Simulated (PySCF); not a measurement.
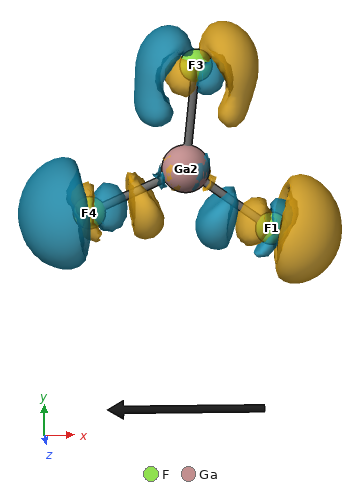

*F$_{3}$Ga, SMILES `F[Ga](F)F`. Change of the electron density in a uniform field of 0.21 V/Å along −x (arrow), surfaces at ±0.0015 e/Å³ (yellow: gain, teal: loss).*

PySCF calculation, PBE/def2-TZVP, gas phase; geometry: GFN2-xTB. No frequency check shows the geometry to be a minimum. A basis without diffuse functions makes polarisabilities too small. GFN2-xTB bond lengths at metals and heavier atoms can be off by up to 0.1 Å and shapes distorted, which carries into these values.

Cartesian coordinates (Å):

```
F1       1.4087   -1.0081    0.0000
Ga2      0.0001    0.0000    0.0000
F3       0.1685    1.7241    0.0000
F4      -1.5776   -0.7160    0.0000
```

The field was applied in both directions; the picture shows the one opposite to the script's first.

What dipole is induced, and what polarisability does it imply?

Answer. The induced dipole is 0.27 D (along the field); α along this axis, from the fields in both directions, is 26 bohr³ (3.9 Å³).

The PySCF run took 28 s on 1 thread of Arm Neoverse V2, on a shared host, peak memory 0.47 GiB.
